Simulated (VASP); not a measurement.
# Which face does Sr expose?, part 2 of 6

How do surface energy, work function and relaxation of Sr depend on the face?

VASP 6.6.1; PBEsol; plane waves and PAW (Sr_sv).

So far. Step 3 (The bulk reference, job self-consistent run, k-mesh …): The run ends at a pressure of 0.01 GPa.

## 4. Relaxing the slab, 7 atoms, face Sr(111)

System of this step: Sr(111). The cell holds 7 atoms: 7 Sr. Its edges and angles: a = 4.181 Å, b = 4.181 Å, c = 35.485 Å, α = 90.0°, β = 90.0°, γ = 60.0°. It derives from Sr. 7 layers of fcc Sr, cut at this functional's lattice. Vacuum lies along c.

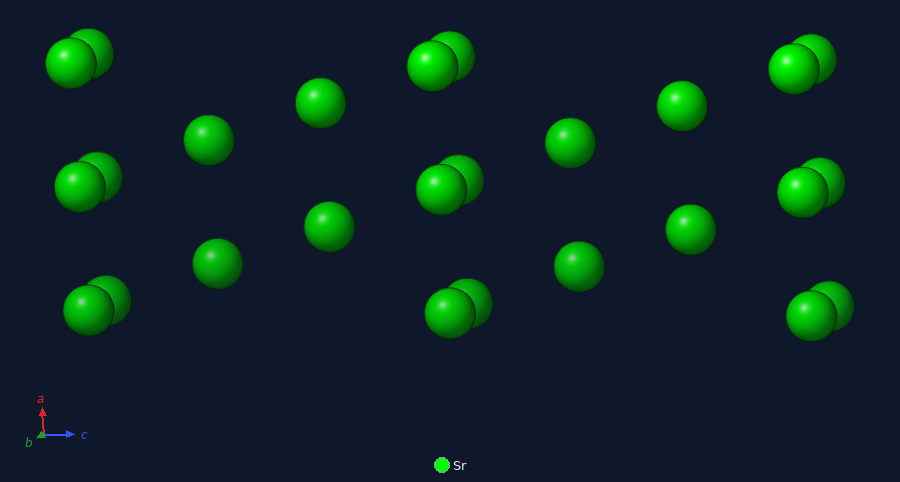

The cell of this step (strontium green). 2×1×1 cells are drawn. Some periodic images of atoms are drawn too.

All atoms relax at the fixed cell.

The input, INCAR:

```
SYSTEM = Sr
PREC = Normal
ENCUT = 320
EDIFF = 1E-05
NELM = 120
ISMEAR = 1
SIGMA = 0.15
LREAL = .FALSE.
ALGO = Fast
GGA = PS
NBANDS = 43
LORBIT = 11
LWAVE = .FALSE.
LCHARG = .FALSE.
KPAR = 4
IBRION = 2
NSW = 40
ISIF = 2
EDIFFG = -0.03
POTIM = 0.4
MAXMIX = 40
```

The input, POSCAR:

```
Sr
1.0
    4.1814214130      0.0000000000      0.0000000000
    2.0907107065      3.6212171675      0.0000000000
    0.0000000000      0.0000000000     35.4846977226
Sr
7
Direct
    0.0000000000      0.0000000000      0.2113587100
    0.3333333300      0.3333333300      0.3075724700
    0.6666666700      0.6666666700      0.4037862400
    0.0000000000      0.0000000000      0.5000000000
    0.3333333300      0.3333333300      0.5962137600
    0.6666666700      0.6666666700      0.6924275300
    0.0000000000      0.0000000000      0.7886412900
```

The input, KPOINTS:

```
Automatic mesh
0
Gamma
9 9 1
0 0 0
```

Potentials, in the order of the species: Sr_sv (PBE family, release 64).

Launch:

```
> mpirun -np 4 vasp_std
```

Output:

```text
[banner, memory and clock lines left out]
running    4 mpi-ranks, on    1 nodes
 distrk:  each k-point on    1 cores,    4 groups
 distr:  one band on    1 cores,    1 groups

 POSCAR found type information on POSCAR Sr
 POSCAR found :  1 types and       7 ions
 [... a notice as in an earlier step ...]

 LDA part: xc-table for (Slater+PW92), standard interpolation
 POSCAR, INCAR and KPOINTS ok, starting setup
 FFT: planning ... GRIDC
 FFT: planning ... GRID_SOFT
 FFT: planning ... GRID
 WAVECAR not read
 entering main loop
       N       E                     dE             d eps       ncg     rms          rms(c)
DAV:   1     0.350124328014E+03    0.35012E+03   -0.27194E+04  1392   0.920E+02
DAV:   2     0.294782894818E+02   -0.32065E+03   -0.31577E+03  1164   0.261E+02
DAV:   3    -0.782166033703E+01   -0.37300E+02   -0.36921E+02  1517   0.519E+01
DAV:   4    -0.126052545558E+02   -0.47836E+01   -0.47595E+01  1752   0.198E+01
DAV:   5    -0.129157122206E+02   -0.31046E+00   -0.30987E+00  1584   0.393E+00    0.342E+01
RMM:   6    -0.153517150070E+02   -0.24360E+01   -0.75146E+00  1258   0.391E+00    0.271E+01
RMM:   7    -0.275693821022E+02   -0.12218E+02   -0.14305E+01  1214   0.539E+00    0.426E+01
RMM:   8    -0.123544639781E+02    0.15215E+02   -0.19225E+00  1147   0.389E+00    0.972E+00
RMM:   9    -0.122714425282E+02    0.83021E-01   -0.47070E-01  1356   0.158E+00    0.752E+00
RMM:  10    -0.121183993605E+02    0.15304E+00   -0.27049E-01  1386   0.982E-01    0.302E+00
RMM:  11    -0.120968904639E+02    0.21509E-01   -0.23164E-01  1398   0.672E-01    0.203E+00
RMM:  12    -0.121034263371E+02   -0.65359E-02   -0.10469E-01  1469   0.365E-01    0.178E+00
RMM:  13    -0.121153381235E+02   -0.11912E-01   -0.91210E-02  1665   0.241E-01    0.208E+00
RMM:  14    -0.121345931739E+02   -0.19255E-01   -0.70394E-02  1430   0.235E-01    0.243E+00
RMM:  15    -0.121080571936E+02    0.26536E-01   -0.40143E-02  1345   0.373E-01    0.735E-01
RMM:  16    -0.121095886929E+02   -0.15315E-02   -0.21725E-02  1348   0.154E-01    0.310E-01
RMM:  17    -0.121106072283E+02   -0.10185E-02   -0.10909E-02  1312   0.109E-01    0.334E-01
RMM:  18    -0.121115988050E+02   -0.99158E-03   -0.10116E-02  1307   0.107E-01    0.387E-01
RMM:  19    -0.121117633023E+02   -0.16450E-03   -0.68012E-03  1292   0.817E-02    0.230E-01
RMM:  20    -0.121124019781E+02   -0.63868E-03   -0.60661E-03  1122   0.599E-02    0.269E-01
RMM:  21    -0.121122400161E+02    0.16196E-03   -0.44406E-03  1185   0.701E-02    0.142E-01
RMM:  22    -0.121126135779E+02   -0.37356E-03   -0.37561E-03   987   0.444E-02    0.159E-01
RMM:  23    -0.121127526353E+02   -0.13906E-03   -0.26911E-03  1045   0.418E-02    0.103E-01
RMM:  24    -0.121129929285E+02   -0.24029E-03   -0.23636E-03   936   0.343E-02    0.450E-02
RMM:  25    -0.121132144712E+02   -0.22154E-03   -0.17213E-03   868   0.281E-02    0.133E-02
RMM:  26    -0.121134030882E+02   -0.18862E-03   -0.14976E-03   831   0.236E-02    0.196E-02
RMM:  27    -0.121135332372E+02   -0.13015E-03   -0.11573E-03   663   0.191E-02    0.151E-02
RMM:  28    -0.121136440751E+02   -0.11084E-03   -0.10229E-03   645   0.167E-02    0.181E-02
RMM:  29    -0.121137276246E+02   -0.83549E-04   -0.83269E-04   517   0.143E-02    0.157E-02
RMM:  30    -0.121138035740E+02   -0.75949E-04   -0.76402E-04   479   0.130E-02    0.146E-02
[...]
RMM:  38    -0.121141682931E+02   -0.29258E-04   -0.29466E-04   388   0.827E-03    0.331E-03
RMM:  39    -0.121141934059E+02   -0.25113E-04   -0.25438E-04   340   0.774E-03    0.317E-03
RMM:  40    -0.121142170145E+02   -0.23609E-04   -0.23904E-04   330   0.741E-03    0.440E-03
RMM:  41    -0.121142373521E+02   -0.20338E-04   -0.20606E-04   326   0.714E-03    0.551E-03
RMM:  42    -0.121142566916E+02   -0.19340E-04   -0.19584E-04   320   0.693E-03    0.708E-03
RMM:  43    -0.121142734062E+02   -0.16715E-04   -0.16952E-04   326   0.672E-03    0.811E-03
RMM:  44    -0.121142892983E+02   -0.15892E-04   -0.16124E-04   311   0.649E-03    0.933E-03
RMM:  45    -0.121143030844E+02   -0.13786E-04   -0.13989E-04   311   0.633E-03    0.106E-02
RMM:  46    -0.121143163435E+02   -0.13259E-04   -0.13422E-04   313   0.617E-03    0.121E-02
RMM:  47    -0.121143278664E+02   -0.11523E-04   -0.11655E-04   301   0.596E-03    0.137E-02
RMM:  48    -0.121143388968E+02   -0.11030E-04   -0.11217E-04   304   0.585E-03    0.147E-02
RMM:  49    -0.121143484923E+02   -0.95955E-05   -0.97837E-05   295   0.570E-03
   1 F= -.12114348E+02 E0= -.12114273E+02  d E =-.121143E+02
 curvature:   0.00 expect dE= 0.000E+00 dE for cont linesearch  0.000E+00
 trial: gam= 0.00000 g(F)=  0.664E-03 g(S)=  0.000E+00 ort = 0.000E+00 (trialstep = 0.100E+01)
 search vector abs. value=  0.664E-03
 bond charge predicted
       N       E                     dE             d eps       ncg     rms          rms(c)
DAV:   1    -0.121151005058E+02   -0.76161E-03   -0.67517E-02  1231   0.105E+00    0.978E-02
RMM:   2    -0.121153273834E+02   -0.22688E-03   -0.18401E-03  1173   0.166E-01    0.150E-01
RMM:   3    -0.121152703250E+02    0.57058E-04   -0.19343E-04  1275   0.517E-02    0.111E-01
RMM:   4    -0.121152227670E+02    0.47558E-04   -0.87608E-05  1090   0.272E-02    0.650E-02
RMM:   5    -0.121152192824E+02    0.34846E-05   -0.76519E-05   970   0.211E-02
   2 F= -.12115219E+02 E0= -.12114971E+02  d E =-.870790E-03
[...]
3 F= -.12116970E+02 E0= -.12116991E+02  d E =-.262113E-02
[...]
4 F= -.12120176E+02 E0= -.12120700E+02  d E =-.582744E-02
[...]
5 F= -.12117867E+02 E0= -.12118682E+02  d E =-.351881E-02
 curvature:   8.39 expect dE= 0.346E-02 dE for cont linesearch  0.158E-02
 ZBRENT: bracketing found
 ZBRENT: interpolating
 opt :  14.8975  next Energy=   -12.120774 (dE=-0.643E-02)
 bond charge predicted
       N       E                     dE             d eps       ncg     rms          rms(c)
DAV:   1    -0.121146781884E+02    0.31864E-02   -0.32790E+00  1050   0.727E+00    0.551E-01
RMM:   2    -0.121183583457E+02   -0.36802E-02   -0.61233E-02  1106   0.107E+00    0.149E-01
RMM:   3    -0.121188560182E+02   -0.49767E-03   -0.67878E-03  1582   0.339E-01    0.649E-02
RMM:   4    -0.121190825187E+02   -0.22650E-03   -0.24069E-03  1552   0.161E-01    0.519E-02
RMM:   5    -0.121192104938E+02   -0.12798E-03   -0.11151E-03  1478   0.100E-01    0.369E-02
RMM:   6    -0.121192885667E+02   -0.78073E-04   -0.61622E-04  1383   0.675E-02    0.296E-02
RMM:   7    -0.121193295359E+02   -0.40969E-04   -0.32529E-04  1232   0.488E-02    0.235E-02
RMM:   8    -0.121193579111E+02   -0.28375E-04   -0.20009E-04  1095   0.369E-02    0.204E-02
RMM:   9    -0.121193743263E+02   -0.16415E-04   -0.11551E-04   965   0.283E-02    0.168E-02
RMM:  10    -0.121193811448E+02   -0.68185E-05   -0.74389E-05   893   0.222E-02
   6 F= -.12119381E+02 E0= -.12119825E+02  d E =-.503265E-02
 curvature:  -3.17 expect dE=-0.368E-03 dE for cont linesearch -0.441E-04
 trial: gam= 0.00000 g(F)=  0.116E-03 g(S)=  0.000E+00 ort =-0.962E-04 (trialstep = 0.378E+01)
 search vector abs. value=  0.116E-03
 reached required accuracy - stopping structural energy minimisation
```

Run time: 92 s. Hardware: 4 MPI ranks of AMD EPYC 9R45, shared host; peak memory 1.1 GiB.

Parts of OUTCAR (step 4):

```text
  LATTYP: Found a hexagonal cell.
 ALAT       =     4.1814214129
 C/A-ratio  =     8.4862763683

 Subroutine GETGRP returns: Found 12 space group operations
 (whereof 12 operations were pure point group operations)

The static configuration has the point symmetry D_3d.

 Found     12 irreducible k-points:

   k-points           NKPTS =     12   k-points in BZ     NKDIM =     12   number of bands    NBANDS=     43

   dimension x,y,z NGX =    18 NGY =   18 NGZ =  160
   dimension x,y,z NGXF=    36 NGYF=   36 NGZF=  320

   ENCUT  =  320.0 eV  23.52 Ry    4.85 a.u.   6.10  6.10 51.76*2*pi/ulx,y,z

   NELECT =      70.0000    total number of electrons

 E-fermi :   0.4068

 k-point     1 :       0.0000    0.0000    0.0000
  band No.  band energies     occupation
    ...
     31      -2.8363      2.00000
     32      -2.4134      2.00000
     33      -1.9126      2.00000
     34      -1.4133      2.00000
     35      -0.9939      2.00000
     36       0.4939      0.17800
     37       0.5923     -0.07087
     38       0.8389     -0.00036
     39       1.1451     -0.00000
     40       1.5464     -0.00000
    ...

 k-point     2 :       0.1111    0.0000    0.0000
  band No.  band energies     occupation
    ...
     31      -2.6566      2.00000
     32      -2.2381      2.00000
     33      -1.7402      2.00000
     34      -1.2384      2.00000
     35      -0.8075      2.00000
     36       0.4903      0.20054
     37       0.6305     -0.05609
     38       0.8764     -0.00009
     39       1.1611     -0.00000
     40       1.5253     -0.00000
    ...

  Total        0.3796612      0.3796612     -0.4788613      0.0000000     -0.0000000      0.0000000
  in kB        1.1321062      1.1321062     -1.4279096      0.0000000     -0.0000000      0.0000000
  external PRESSURE =       0.2787676 kB  Pullay stress =       0.0000000 kB

  energy-cutoff  :      320.00
  volume of cell :      537.30
      direct lattice vectors                 reciprocal lattice vectors
     4.181421413  0.000000000  0.000000000     0.239153126 -0.138075121  0.000000000
     2.090710706  3.621217167  0.000000000     0.000000000  0.276150243  0.000000000
     0.000000000  0.000000000 35.484697723     0.000000000  0.000000000  0.028181162

 POSITION                                       TOTAL-FORCE (eV/Angst)
 -----------------------------------------------------------------------------------
      0.00000      0.00000      7.54042         0.000000     -0.000000      0.004375
      2.09071      1.20707     10.87959         0.000000      0.000000      0.029019
      4.18142      2.41414     14.32395         0.000000      0.000000     -0.025347
      0.00000      0.00000     17.74235         0.000000      0.000000     -0.000000
      2.09071      1.20707     21.16075        -0.000000     -0.000000      0.025347
      4.18142      2.41414     24.60511        -0.000000     -0.000000     -0.029019
      0.00000      0.00000     27.94428        -0.000000      0.000000     -0.004375
 -----------------------------------------------------------------------------------
    total drift:                                0.000000      0.000000      0.000000

  FREE ENERGIE OF THE ION-ELECTRON SYSTEM (eV)
  ---------------------------------------------------
  free  energy   TOTEN  =       -12.1193811448 eV

  energy  without entropy=      -12.1207116888  energy(sigma->0) =      -12.11982466

 total charge
# of ion       s       p       d       tot
------------------------------------------
    1        2.074   5.668   0.133   7.875
    2        2.068   5.676   0.148   7.892
    3        2.067   5.676   0.145   7.888
    4        2.067   5.677   0.145   7.889
    5        2.067   5.676   0.145   7.888
    6        2.068   5.676   0.148   7.892
    7        2.074   5.668   0.133   7.875
--------------------------------------------------
tot         14.487  39.717   0.995  55.199

[... 1 part as in an earlier step ...]

[... 7 further parts left out ...]
```

The run keeps the 12 symmetry operations of its start, so it cannot find a distortion of lower symmetry.

The steps of the relaxation:

```
step  energy less that of the first step (eV)  largest force (eV/Å)
   1                                   0.0000                0.0703
   2                                  -0.0009                0.0735
   3                                  -0.0026                0.0678
   4                                  -0.0058                0.0493
   5                                  -0.0035                0.0634
   6                                  -0.0050                0.0290
```

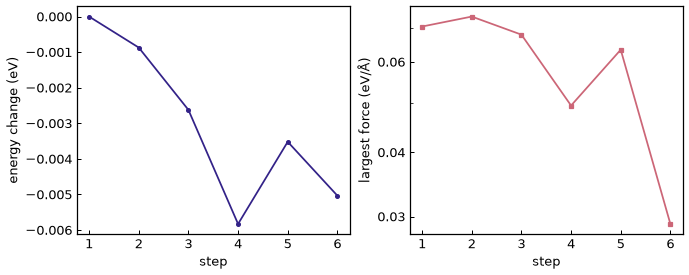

Energy and largest force along the relaxation.

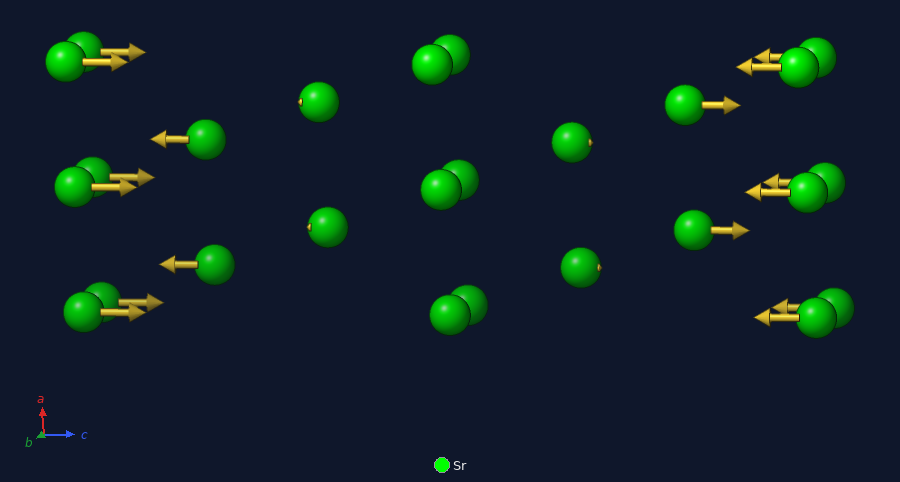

Displacements in the relaxation, exaggerated; the longest in the cell stands for 0.04 Å. 2×1×1 cells are drawn. Some periodic images of atoms are drawn too.

The atoms that moved most (Å):

```
atom     dx     dy      dz  length
 Sr7  0.000  0.000  -0.040   0.040
 Sr1  0.000  0.000   0.040   0.040
 Sr6  0.000  0.000   0.035   0.035
 Sr2  0.000  0.000  -0.035   0.035
```

The relaxed structure:

```
Sr
1.0
     4.18142    0.00000    0.00000
     2.09071    3.62122    0.00000
     0.00000    0.00000   35.48470
Sr
7
Direct
  0.00000 0.00000 0.21250
  0.33333 0.33333 0.30660
  0.66667 0.66667 0.40367
  0.00000 0.00000 0.50000
  0.33333 0.33333 0.59633
  0.66667 0.66667 0.69340
  0.00000 0.00000 0.78750
```

This step gave:

- electronic cycles: 108
- electrons: 70
- free energy (TOTEN): -12.12 eV
- energy at zero smearing: -12.12 eV
- Fermi energy: 0.4068 eV

The run ended after 6 ionic steps, 0.005 eV below its first step, once the forces on the free atoms met EDIFFG = -0.03.

(Continued in part 3 of 6.)

[Lines on the potential files, build, host, timing and source positions are cut from VASP's logs without a mark.]

[Logs are printed without paths, hosts, clocks, repeated set-up lines and the standing remarks that a program may print on its own settings, such as how far it seeks lower states.]

[Hosts, paths, dates, database ids (printed as entryN), source tags and the programs' standing remarks are cut or masked in the printed files.]

[Runs that stopped without an error message from VASP are left out.]
